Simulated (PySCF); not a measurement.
C2H7Br, SMILES `Br.CC`.

Computed with PySCF, B3LYP/def2-SVPD, geometry: GFN2-xTB. GFN2-xTB bond lengths at metals and heavier atoms can be off by up to 0.1 Å and shapes distorted, which carries into these values.

Cartesian coordinates (Å):

```
Br1     -1.3175    0.0459   -0.0080
H2      -1.8580   -1.2202    0.2516
C3       2.7231    0.7366    0.0227
C4       2.6075   -0.7796   -0.0195
H5       3.3338    1.0511    0.8661
H6       3.1810    1.1109   -0.8901
H7       1.7401    1.1903    0.1227
H8       1.9914   -1.0907   -0.8601
H9       2.1528   -1.1529    0.8956
H10      3.5885   -1.2378   -0.1256
```

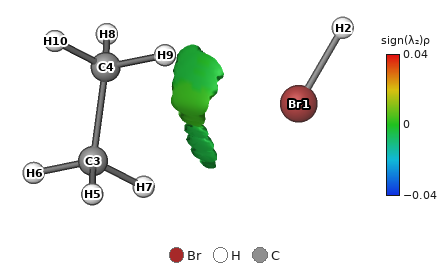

Non-covalent interaction surfaces between the fragments (reduced density gradient s = 0.5, coloured by sign(λ₂)ρ in a.u.; trimmed to the region between the fragments where ρ is under 0.06 a.u.). Fragment A: HBr (atoms 1–2); fragment B: H6C2.

### Interpret the surfaces between the fragments.

Bond critical points between the fragments: Br1···H7, 3.27 Å, ρ = 0.004 a.u.; Br1···H8, 3.60 Å, ρ = 0.003 a.u. All are weak and appear green (van der Waals range). Several contacts close a ring, whose ring point adds a part with positive λ₂ between them. The pose is a local one from a semi-empirical search, not shown to be the most stable.

### How strongly are they bound?

The counterpoise-corrected interaction energy of the frozen fragments is +0.5 kcal/mol without dispersion correction and −0.8 kcal/mol with D3(BJ). The pair geometry is semi-empirical, not a minimum at this level.

Run time: 34 s on 1 thread of Arm Neoverse V1, on a shared host, peak memory 0.61 GiB.
